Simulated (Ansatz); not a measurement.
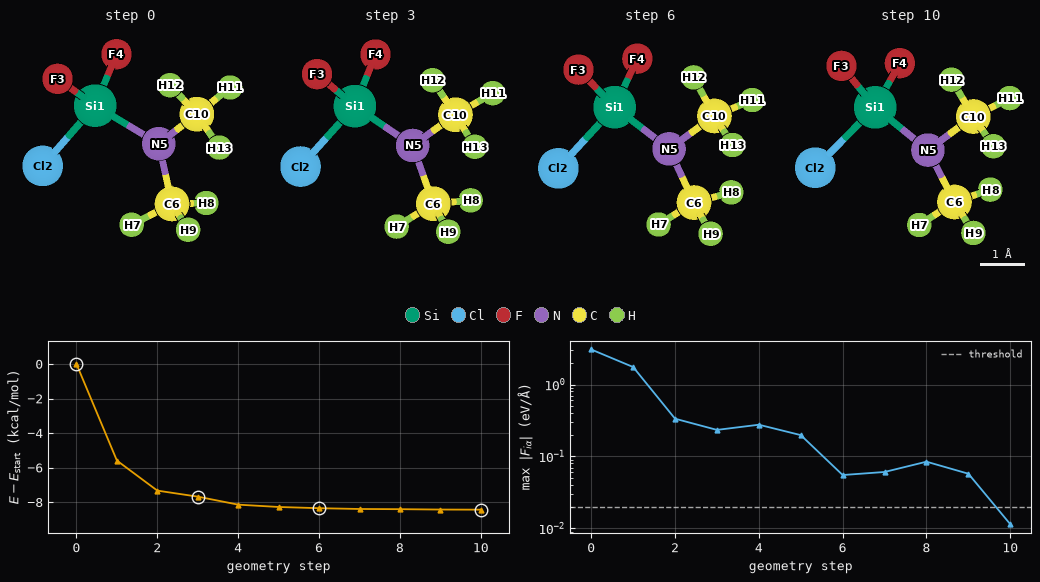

Frames of a relaxation of C2H6ClF2NSi, marked on the history of the run. The picture is a ball-and-stick view, seen at a tilt.

The run prepares the start of a later molecular dynamics calculation, from a guessed geometry.

Theory: RKS BLYP-D4/STO-3G in Ansatz. Settings: no spin polarisation; force threshold 0.02 eV/Å; at most 40 steps.

What happens along the run?

Over 10 geometry steps the energy falls by 8.43 kcal/mol. The largest force component goes from 3.1 to 0.011 eV/Å. The atom that moves furthest after the best rigid fit is N5 (0.37 Å). Largest moves by element: N 0.37 Å, H 0.32 Å, F 0.31 Å, Cl 0.30 Å, C 0.11 Å, Si 0.07 Å. Near-neighbour distances that change, for instance: Si1–N5 1.819 → 1.764 Å, Si1–F3 1.590 → 1.637 Å, N5–C10 1.470 → 1.513 Å, Si1–Cl2 2.130 → 2.145 Å. Bond angles that change, for instance: C6–N5–C10 120.0° → 111.9°, F4–Si1–N5 109.5° → 116.7°, N5–C10–H11 109.5° → 113.7°. From step 0 to 3: H7 moves most (0.18 Å), energy −7.68 kcal/mol. From step 3 to 6: H8 moves most (0.18 Å), energy −0.67 kcal/mol. From step 6 to 10: F4 moves most (0.14 Å), energy −0.09 kcal/mol.

Limits of the set-up: STO-3G is a minimal basis, so the numbers are rough.
